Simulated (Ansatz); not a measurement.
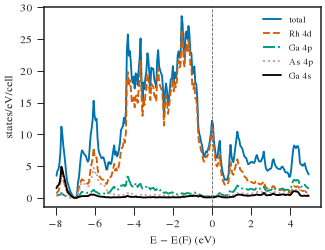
Total and projected density of states of Ga₂AsRh₅ in space group Pbam (No. 55; Pearson symbol oP16), plane-wave PAW r²SCAN (Ansatz code)

Problem. Which orbitals carry the states next to the Fermi level?

Solution. Within 0.5 eV of the Fermi level: Rh 4d 86 %. Projections are on Löwdin-orthogonalised atomic valence shells; empty p or d shells of many metals are not among them.

Problem. Where is the tallest occupied peak in this window, and what makes it?

Solution. Near -1.6 eV, about 29 states/eV per cell; the largest projected share is Rh 4d.

The workflow started from a Materials Project entry (that database holds measured and hypothetical structures alike); the Crystallography Open Database copy checked does not list it. Whether it is the stable phase at ambient conditions was not checked. The cell was relaxed with r²SCAN under the symmetry of its start; its stability against distortions is not shown here. No spin polarisation was allowed. Spin–orbit coupling is left out wherever it is not named.

Potentials: the later of the program's two PAW sets.
